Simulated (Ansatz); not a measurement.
**Ta(110) slab, 5 layers: relaxing the cell for a phonon run**

Task: relax Ta(110) slab, 5 layers tightly.

Method: DFT PBE, scalar-relativistic, plane waves, PAW, in Ansatz 0.2.0.

### 1. Set-up

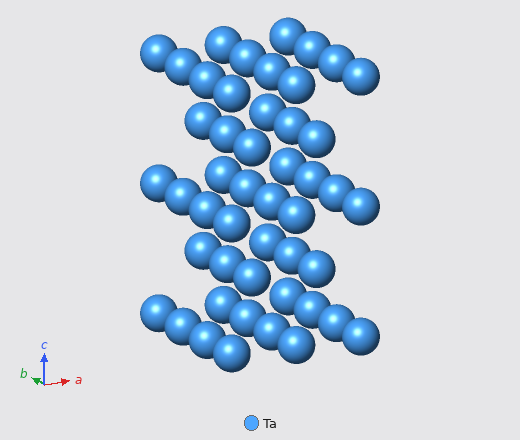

The starting structure, seen from a free direction (tantalum blue). 2×3×1 cells are drawn. Some periodic images of atoms are drawn too.

The cell holds 5 atoms: 5 Ta. Cell: a = 2.858 Å, b = 2.858 Å, c = 22.334 Å, α = 90.0°, β = 90.0°, γ = 70.5°. Vacuum lies along c.

### 2. A coarse first look

First a cheap look: the gap decides the mesh and the occupations, the pressure tells how far the cell has to move.

The program solves this slab on a cell height of its own, 42.5 Å, in place of the one typed.

input.yaml reads:

```yaml
crystal:
  lattice:
    - [1.65, 2.33345, 0.0]
    - [-1.65, 2.33345, 0.0]
    - [0.0, 0.0, 22.33381]
  atoms:
    - { symbol: Ta, position: [0.0, 0.0, 0.291039] }
    - { symbol: Ta, position: [0.5, 0.5, 0.395519] }
    - { symbol: Ta, position: [0.0, 0.0, 0.5] }
    - { symbol: Ta, position: [0.5, 0.5, 0.604481] }
    - { symbol: Ta, position: [0.0, 0.0, 0.708961] }
  periodic: [true, true, false]
kpoints:
  mp_grid: { grid: [6, 6, 1] }
hamiltonian:
  xc: pbe
scf:
  occupations: { method: gaussian, width: 0.1 }
output:
  forces: true
  stress: true
  eigenvalues: true
```

Started as:

```sh
> ansatz run input.yaml --threads 8 --pin off --max-ram 14336MiB --backend cpu --events-out ev --progress --plain --runs-dir out
```

Numbers of over 12 decimals in the logs are rounded to 6 here.

Log:

```text
[...]
k-point 0: bands = [... 29 lower, -5.2070, -4.9076, -4.6018, -4.4260, -4.3618, -4.2281, -3.8336, -3.6316, ... 2 higher]
  k-point 1: bands = [... 29 lower, -5.4723, -5.1293, -5.0269, -4.8448, -4.7586, -4.5912, -3.6686, -3.5284, ... 2 higher]
  k-point 2: bands = [... 29 lower, -5.7848, -5.4783, -5.2684, -5.0557, -4.9125, -4.8031, -2.2542, -2.2417, ... 2 higher]
  k-point 12: bands = [... 29 lower, -5.1557, -5.0180, -3.6286, -3.0473, -3.0322, -2.7505, -2.4657, -1.7803, ... 2 higher]
[key lines of the parts left out:]
SCF converged after 8 iterations
Free energy (F): -49658.855196 eV
Fermi energy:    -4.848030 eV
P = ½ c Tr σ = -4.2661 N/m
```

It took 3.8 s on 8 threads of Arm Neoverse N1, shared host; peak memory 0.95 GiB; 23 s of CPU time.

This step gave:

- gap on the k-mesh: 0 eV
- area per atom: 1.54 Å²

The coarse mesh shows no gap.

### 3. Relaxation

Harmonic phonons are second derivatives at a point where the forces vanish, and they are wanted at zero stress, so atoms and cell are relaxed first.

The program solves this slab on a cell height of its own, 42.5 Å, in place of the one typed.

Changes to input.yaml since step 2:

```diff
@@ -13,3 +13,3 @@
 kpoints:
-  mp_grid: { grid: [6, 6, 1] }
+  mp_grid: { grid: [14, 14, 1] }
 hamiltonian:
@@ -22 +22,10 @@
   eigenvalues: true
+  write_density: true
+  write_potential: true
+  elf: true
+  volumetric_format: npy
+relax:
+  adjacent_minimum: "off"
+  f_tol: 0.005
+  max_steps: 80
+  cell: { stress_2d_tol: 0.02 }
```

Log:

```text
[...]
Crystal: 5 atoms, lattice volume = 327.017 Å³
Basis set: ecut = 420 eV, 6419 PW (Γ), exchange–correlation on 40×40×576 points (8 copies of the dense FFT grid, shifted against one another)
Bands: 39, of which v1, the nominal top of the filled ones, is band 33 counted from 1 (32 counted from 0)
Symmetry: 8 space group operations
[...]
k-points: 57 of 196
[...]
SCF iter   1: F=—  HF=-49659.060219 eV  |F-HF|=—  |Δ(HF+E_count)|=         —  Δρ=6.37e-3  dr2=4.53e0  ethr=1.77e-3  ⟨swp⟩=13.7  Hψ=15728  notcnv=0
[...]
SCF iter   8: F=-49658.964898 eV  HF=-49658.964898 eV  |F-HF|=1.12e-8  |Δ(HF+E_count)|=   3.56e-8  Δρ=2.69e-6  dr2=5.59e-8  ethr=1.54e-10  ⟨swp⟩=27.9  Hψ=29212  notcnv=0
SCF 1 converged in 8 iterations: F = -49658.964898 eV  dr2 = 5.59e-8
[...]
relax step   1: F+E_penalty+E_count = -49658.96489758 eV  Δ(F+E_penalty+E_count) = +0.000e0 eV  max|allowed force component| = 4.252e-1 eV/Å  Δτ_max = 0.0000 Å  P = -5.082 N/m  Ω = 327.017 Å³  fix = [c, alpha, beta]  reactions: c +0.000 N/m  (8 SCF iters, dr2 threshold 1.00e-7 eV, accepted)
Crystal: 5 atoms, lattice volume = 311.787 Å³
Basis set: ecut = 420 eV, 6127 PW (Γ), exchange–correlation on 40×40×576 points (8 copies of the dense FFT grid, shifted against one another)
[...]
iter 1 solved again at ethr=2.64e-3 eV; its pass at ethr=3.10e-3 eV (dr2=1.71e0 eV) is discarded
[...]
SCF iter   9: F=-49658.802283 eV  HF=-49658.802283 eV  |F-HF|=1.65e-9  |Δ(HF+E_count)|=   2.51e-8  Δρ=3.32e-7  dr2=6.74e-10  ethr=1.11e-11  ⟨swp⟩=12.9  Hψ=20444  notcnv=0
SCF 2 converged in 9 iterations: F = -49658.802283 eV  dr2 = 6.74e-10
[...]
relax step   2: F+E_penalty+E_count = -49658.80228294 eV  Δ(F+E_penalty+E_count) = +1.626e-1 eV  max|allowed force component| = 1.068e0 eV/Å  Δτ_max = 0.0911 Å  P = +12.846 N/m  Ω = 311.787 Å³  energy of the carried Pulay correction = +1.462e-3 eV  fix = [c, alpha, beta]  (9 SCF iters, dr2 threshold 5.00e-7 eV, rejected (line search))
Crystal: 5 atoms, lattice volume = 321.878 Å³
Basis set: ecut = 420 eV, 6319 PW (Γ), exchange–correlation on 40×40×576 points (8 copies of the dense FFT grid, shifted against one another)
[...]
SCF iter  14: F=-49659.004924 eV  HF=-49659.004924 eV  |F-HF|=1.16e-10  |Δ(HF+E_count)|=  1.46e-10  Δρ=6.12e-10  dr2=2.06e-15  ethr=1.00e-12  ⟨swp⟩=6.8  Hψ=11149  notcnv=0
SCF 3 converged in 14 iterations: F = -49659.004924 eV  dr2 = 2.06e-15
relax step   3: F+E_penalty+E_count = -49659.00492424 eV  Δ(F+E_penalty+E_count) = -4.003e-2 eV  max|allowed force component| = 4.596e-2 eV/Å  Δτ_max = 0.0402 Å  P = -0.751 N/m  Ω = 321.878 Å³  energy of the carried Pulay correction = +4.855e-4 eV  fix = [c, alpha, beta]  reactions: c +0.000 N/m  (14 SCF iters, accepted)
[...]
relax step   4: F+E_penalty+E_count = -49659.00566195 eV  Δ(F+E_penalty+E_count) = -7.377e-4 eV  max|allowed force component| = 6.631e-3 eV/Å  Δτ_max = 0.0059 Å  P = +0.072 N/m  Ω = 321.211 Å³  energy of the carried Pulay correction = +5.491e-4 eV  fix = [c, alpha, beta]  reactions: c +0.000 N/m  (5 SCF iters, dr2 threshold 5.00e-7 eV, accepted)
[...]
relax step   5: F+E_penalty+E_count = -49659.00567631 eV  Δ(F+E_penalty+E_count) = -1.435e-5 eV  max|allowed force component| = 2.457e-3 eV/Å  Δτ_max = 0.0016 Å  P = -0.013 N/m  Ω = 321.253 Å³  energy of the carried Pulay correction = +5.452e-4 eV  fix = [c, alpha, beta]  reactions: c +0.000 N/m  (6 SCF iters, dr2 threshold 8.74e-9 eV, accepted)
[...]
relax step   6: F+E_penalty+E_count = -49659.00568081 eV  Δ(F+E_penalty+E_count) = -4.504e-6 eV  max|allowed force component| = 6.934e-4 eV/Å  Δτ_max = 0.0003 Å  P = -0.008 N/m  Ω = 321.235 Å³  energy of the carried Pulay correction = +5.469e-4 eV  fix = [c, alpha, beta]  reactions: c +0.000 N/m  (5 SCF iters, dr2 threshold 7.96e-10 eV, accepted)
[...]
relax step   7: F+E_penalty+E_count = -49659.00517068 eV  Δ(F+E_penalty+E_count) = +5.101e-4 eV  max|allowed force component| = 7.130e-4 eV/Å  Δτ_max = 0.0000 Å  P = -0.019 N/m  Ω = 321.235 Å³  fix = [c, alpha, beta]  reactions: c +0.000 N/m  stress off target by 2.09e-2 N/m on what of the cell is left free  SCF on the basis re-selected at this cell (its energy is not comparable with the rows above)  (7 SCF iters)
[...]
relax step   8: F+E_penalty+E_count = -49659.00517540 eV  Δ(F+E_penalty+E_count) = -4.721e-6 eV  max|allowed force component| = 5.259e-5 eV/Å  Δτ_max = 0.0004 Å  P = -0.000 N/m  Ω = 321.194 Å³  energy of the carried Pulay correction = +3.923e-6 eV  fix = [c, alpha, beta]  reactions: c +0.000 N/m  (6 SCF iters, dr2 threshold 2.91e-10 eV, accepted)
[...]
SCF iter   8: F=-49659.005171 eV  HF=-49659.005171 eV  |F-HF|=2.62e-10  |Δ(HF+E_count)|=  8.73e-11  Δρ=1.19e-8  dr2=4.45e-13  ethr=1.00e-12  ⟨swp⟩=16.9  Hψ=19386  notcnv=0
SCF 9 converged in 8 iterations: F = -49659.005171 eV  dr2 = 4.45e-13
relax step   9: F+E_penalty+E_count = -49659.00517065 eV  Δ(F+E_penalty+E_count) = +4.751e-6 eV  max|allowed force component| = 5.333e-5 eV/Å  Δτ_max = 0.0000 Å  P = -0.000 N/m  Ω = 321.194 Å³  fix = [c, alpha, beta]  reactions: c +0.000 N/m  stress off target by 4.02e-4 N/m on what of the cell is left free  SCF on the basis re-selected at this cell (its energy is not comparable with the rows above)  (8 SCF iters)
[...]
WARN: The output density's exchange-correlation potential varies sharply where the density is thin. Do not read a vacuum level from v_tot or v_xc, or from such a field of the output density. On a cell that repeats whose density bears no net charge and no dipole along the vacuum's axis use v_es (v_loc + v_h of the components); under efield.dipole_correction with no amplitude use v_es + v_field, which holds any externa [...]
SCF converged after 8 iterations
Free energy (F): -49659.005171 eV
[...]
Internal energy: -49658.973968 eV  (E = F + TS)
E sigma→0 (E₀):  -49658.989569 eV
Entropy (-TS):   -0.031203 eV (-6.241 meV/atom)
Fermi energy:    -4.795125 eV
[...]
--- Forces (eV/Å), atoms counted from 1 ---
  atom   1  Ta     0.00000000     0.00000000    -0.00001515
  atom   2  Ta     0.00000000    -0.00000000    -0.00005333
  atom   3  Ta     0.00000000     0.00000000     0.00000000
  atom   4  Ta     0.00000000    -0.00000000     0.00005333
  atom   5  Ta     0.00000000     0.00000000     0.00001515
  max |Σ_I F_I| component: 3.39e-21 eV/Å
--- 2D stress c σ (N/m, compression-positive) ---
       -0.000040       0.000000       0.000000
        0.000000      -0.000402       0.000000
        0.000000       0.000000       0.000000
  P = ½ c Tr σ = -0.0002 N/m
--- Band table (eV; the first three rows and the last of 57) ---
  k-point 0: bands = [... 29 lower, -5.2311, -4.8526, -4.5906, -4.4403, -4.3705, -4.1408, -3.6314, -3.5832, ... 2 higher]
  k-point 1: bands = [... 29 lower, -5.2770, -4.8532, -4.6532, -4.5416, -4.3734, -4.1681, -3.8233, -3.6119, ... 2 higher]
  k-point 2: bands = [... 29 lower, -5.4292, -5.0067, -4.8448, -4.6940, -4.6382, -4.3570, -3.8182, -3.5137, ... 2 higher]
  k-point 56: bands = [... 29 lower, -5.1762, -4.9128, -3.5243, -2.9603, -2.9583, -2.5997, -2.3036, -1.6762, ... 2 higher]
--- Relaxed structure (7 steps of the walk, 6 accepted, 2 SCFs on fresh bases) ---
  F+E_penalty+E_count = -49659.00517065 eV   max|allowed force component| = 5.333e-5 eV/Å   (the final SCF, on the basis selected at the relaxed cell)
  cell:  # Å, volume = 321.1945 Å³
    - [1.634070, 2.314247, 0.0]
    - [-1.634070, 2.314247, 0.0]
    - [0.0, 0.0, 42.46758108564]
  atoms:
    - { symbol: Ta, position: [0, 0, 0.153047] }
    - { symbol: Ta, position: [0.500000, 0.500000, 0.207008] }
    - { symbol: Ta, position: [0, 0, 0.262951] }
    - { symbol: Ta, position: [0.500000, 0.500000, 0.318894] }
    - { symbol: Ta, position: [0, 0, 0.372856] }
```

It took 2.4 min on 8 threads; peak memory 1.3 GiB; 18 min of CPU time.

Relaxation path:

```
step  energy less that of the first step (eV)  largest force component (eV/Å)  volume (Å³)
   1                                   0.0000                          0.4252       327.02
   2                                   0.1626                          1.0676       311.79
   3                                  -0.0400                          0.0460       321.88
   4                                  -0.0408                          0.0066       321.21
   5                                  -0.0408                          0.0025       321.25
   6                                  -0.0408                          0.0007       321.23
  7*                                  -0.0403                          0.0007       321.23
   8                                  -0.0403                          0.0001       321.19
  9*                                  -0.0403                          0.0001       321.19
```

Relaxation steps marked * repeat the geometry before them on a plane-wave basis chosen anew for their cell, so energy and pressure can jump there. Relaxation step 2 was tried and not accepted.

Forces are held to the 8 operations that the run works with; a distortion that breaks them can't arise in this run.

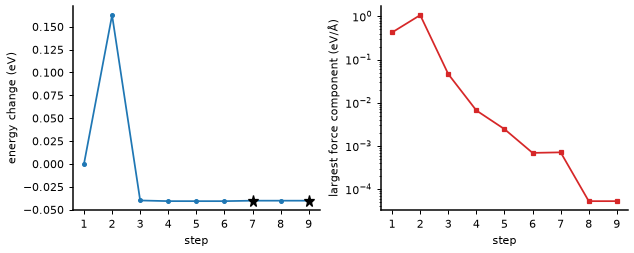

Energy and largest force along the relaxation. Stars mark steps on a basis chosen anew.

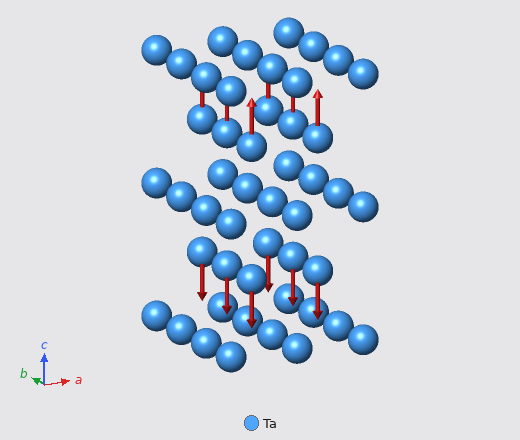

Displacements in the relaxation, exaggerated, measured against the changing cell; the longest in the cell stands for 0.04 Å. 2×3×1 cells are drawn. Some periodic images of atoms are drawn too.

| cell as run | before | after | change |
| --- | --- | --- | --- |
| a (Å) | 2.858 | 2.833 | -0.9 % |
| b (Å) | 2.858 | 2.833 | -0.9 % |
| γ (°) | 70.53 | 70.45 | -0.1 % |

The atoms that moved most (Å, along periodic axes as changes of fractional coordinates times the final cell, across vacuum about the mean position):

```
atom     dx     dy      dz  length
 Ta4  0.000  0.000   0.042   0.042
 Ta2  0.000  0.000  -0.042   0.042
```

Final coordinates:

```xyz
5
Lattice="1.6341 2.3142 0.0000 -1.6341 2.3142 0.0000 0.0000 0.0000 42.4676" Properties=species:S:1:pos:R:3
Ta    0.0000    0.0000    6.4995
Ta    0.0000    2.3142    8.7911
Ta    0.0000    0.0000   11.1669
Ta    0.0000    2.3142   13.5427
Ta    0.0000    0.0000   15.8343
```

This step gave:

```
area per atom : 1.513 Å²
```

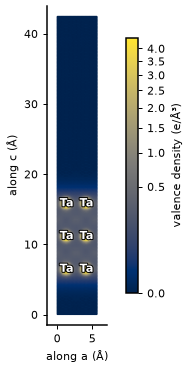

Valence density in the ac plane at fractional y = 0.000, with atoms of Ta within 0.2 Å of it. It is the smooth field of the valence electrons, not physical close to the nuclei. The map starts off the cell's origin, so that atoms lie inside it. The colour scale is stretched toward low values.

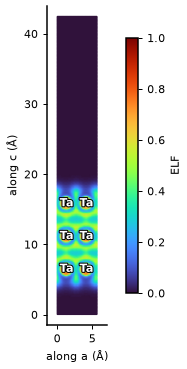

ELF in the ac plane at fractional y = 0.000, with atoms of Ta within 0.2 Å of it. It is the smooth field of the valence electrons, not physical close to the nuclei. The map starts off the cell's origin, so that atoms lie inside it.

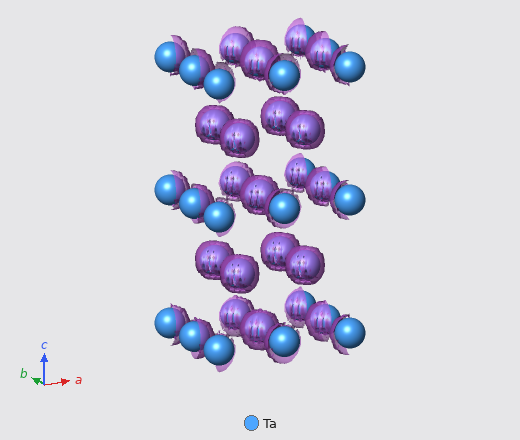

Surface of ELF = 0.67. 2×2×1 cells are drawn.

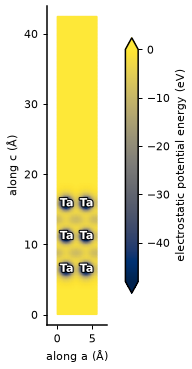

Electrostatic potential energy in the ac plane at fractional y = 0.000, with atoms of Ta within 0.2 Å of it. With pseudopotentials it is smooth inside the atoms' cores, unlike the true potential. The map starts off the cell's origin, so that atoms lie inside it.

### 4. Relaxing to small forces for the phonons

Phonons need a cell at rest on their own settings, so the relaxation is repeated with tight tolerances on forces and stress, using the mesh and the filling of the phonon run that follows.

input.yaml reads:

```yaml
crystal:
  lattice:
    - [1.6340702695, 2.3142474281, 0.0]
    - [-1.6340702695, 2.3142474281, 0.0]
    - [0.0, 0.0, 42.4675810856]
  atoms:
    - { symbol: Ta, position: [0.0, 0.0, 0.1530466391] }
    - { symbol: Ta, position: [0.5, 0.5, 0.2070081793] }
    - { symbol: Ta, position: [0.0, 0.0, 0.2629512846] }
    - { symbol: Ta, position: [0.5, 0.5, 0.3188943899] }
    - { symbol: Ta, position: [0.0, 0.0, 0.3728559301] }
  periodic: [true, true, false]
kpoints:
  mp_grid: { grid: [16, 16, 1] }
hamiltonian:
  xc: pbe
scf:
  occupations: { method: methfessel_paxton, width: 0.2 }
output:
  forces: true
  stress: true
  eigenvalues: true
  write_density: true
  write_potential: true
  elf: true
  volumetric_format: npy
relax:
  adjacent_minimum: "off"
  f_tol: 0.001
  max_steps: 60
  cell: { stress_2d_tol: 0.002 }
```

Log:

```text
[...]
Crystal: 5 atoms, lattice volume = 321.194 Å³
Basis set: ecut = 420 eV, 6319 PW (Γ), exchange–correlation on 40×40×576 points (8 copies of the dense FFT grid, shifted against one another)
Bands: 39, of which v1, the nominal top of the filled ones, is band 33 counted from 1 (32 counted from 0)
[... 1 set-up line as in the run before ...]
[...]
k-points: 73 of 256
[...]
--- Relaxed structure (6 steps of the walk, 6 accepted, 2 SCFs on fresh bases) ---
[...]
cell:  # Å, volume = 322.7350 Å³
    - [1.642250, 2.313765, 0.0]
    - [-1.642250, 2.313765, 0.0]
    - [0.0, 0.0, 42.4675810856]
  atoms:
    - { symbol: Ta, position: [0, 0, 0.153616] }
    - { symbol: Ta, position: [0.5, 0.5, 0.207228] }
    - { symbol: Ta, position: [0, 0, 0.262951] }
    - { symbol: Ta, position: [0.5, 0.5, 0.318675] }
    - { symbol: Ta, position: [0, 0, 0.372286] }
[key lines of the parts left out:]
SCF converged after 11 iterations
Free energy (F): -49658.967052 eV
Fermi energy:    -4.781450 eV
P = ½ c Tr σ = -0.0000 N/m
```

It took 2.5 min on 8 threads; peak memory 1.4 GiB.

The steps of the relaxation:

```csv
step,energy less that of the first step (eV),largest force component (eV/Å),volume (Å³)
1,0.0000,0.0273,321.19
2,-0.0004,0.0401,322.68
3,-0.0011,0.0068,322.83
4,-0.0011,0.0016,322.73
5,-0.0011,0.0000,322.73
6*,-0.0012,0.0000,322.73
7,-0.0012,0.0000,322.73
8*,-0.0012,0.0000,322.73
```

Relaxation steps marked * repeat the geometry before them on a plane-wave basis chosen anew for their cell, so energy and pressure can jump there.

The run keeps the 8 symmetry operations that it works with, so distortions that break them were not tested.

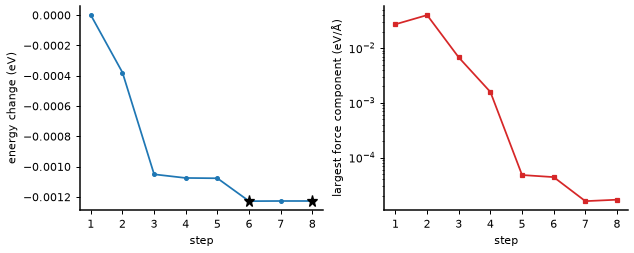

Energy and largest force along the relaxation. Stars mark steps on a basis chosen anew.

```
cell as run  before  after  change
      a (Å)   2.833  2.837  +0.2 %
      b (Å)   2.833  2.837  +0.2 %
      γ (°)   70.45  70.73  +0.4 %
```

The atoms that moved most (Å, along periodic axes as changes of fractional coordinates times the final cell, across vacuum about the mean position):

```
atom     dx     dy      dz  length
 Ta1  0.000  0.000   0.024   0.024
 Ta5  0.000  0.000  -0.024   0.024
 Ta2  0.000  0.000   0.009   0.009
 Ta4  0.000  0.000  -0.009   0.009
```

The relaxed structure:

```
Ta
1.0
     1.64225    2.31377    0.00000
    -1.64225    2.31377    0.00000
     0.00000    0.00000   42.46758
Ta
5
Direct
  0.00000 0.00000 0.15362
  0.50000 0.50000 0.20723
  0.00000 0.00000 0.26295
  0.50000 0.50000 0.31867
  0.00000 0.00000 0.37229
```

Numbers from this step:

```
area per atom : 1.52 Å²
```

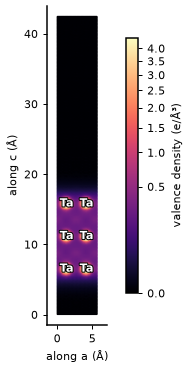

Valence density in the ac plane at fractional y = 0.000, with atoms of Ta within 0.2 Å of it. It is the smooth field of the valence electrons, not physical close to the nuclei. The map starts off the cell's origin, so that atoms lie inside it. The colour scale is stretched toward low values.

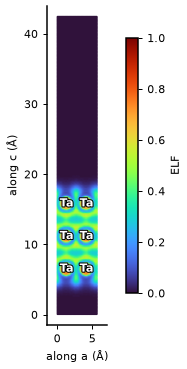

ELF in the ac plane at fractional y = 0.000, with atoms of Ta within 0.2 Å of it. It is the smooth field of the valence electrons, not physical close to the nuclei. The map starts off the cell's origin, so that atoms lie inside it.

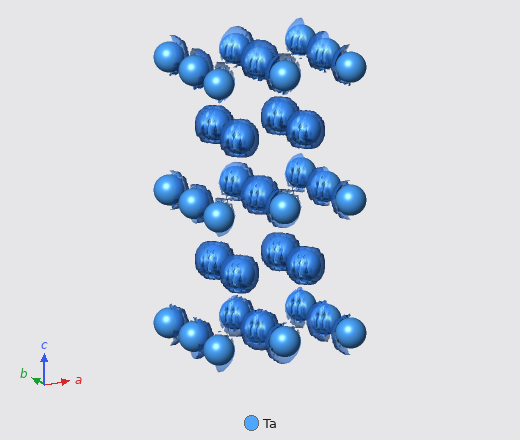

Surface of ELF = 0.68. 2×2×1 cells are drawn.

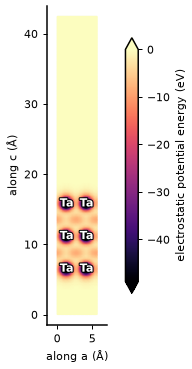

Electrostatic potential energy in the ac plane at fractional y = 0.000, with atoms of Ta within 0.2 Å of it. With pseudopotentials it is smooth inside the atoms' cores, unlike the true potential. The map starts off the cell's origin, so that atoms lie inside it.

The largest force component left is 0.017 meV/Å, within the tolerances set.

### 5. What came out

```json
{"space group after relaxation (within 0.01 Å)": "Cmmm", "lattice constant a": "2.837 Å", "lattice constant b": "2.837 Å", "area per atom": "1.52 Å²"}
```

In words: The largest force component left is 0.017 meV/Å, within the tolerances set. The relaxation keeps the symmetry of its start, so it says nothing on stability against lower symmetry. Spin-orbit coupling is left out, which can matter for the heavy elements here. The starting cell was built on a prototype and not taken from a measurement.

[Logs are printed without paths, hosts, clocks, repeated set-up lines and the standing remarks that a program may print on its own settings, such as how far it seeks lower states.]

[Hosts, paths, dates, database ids (printed as entryN), source tags and the programs' standing remarks are cut or masked in the printed files.]
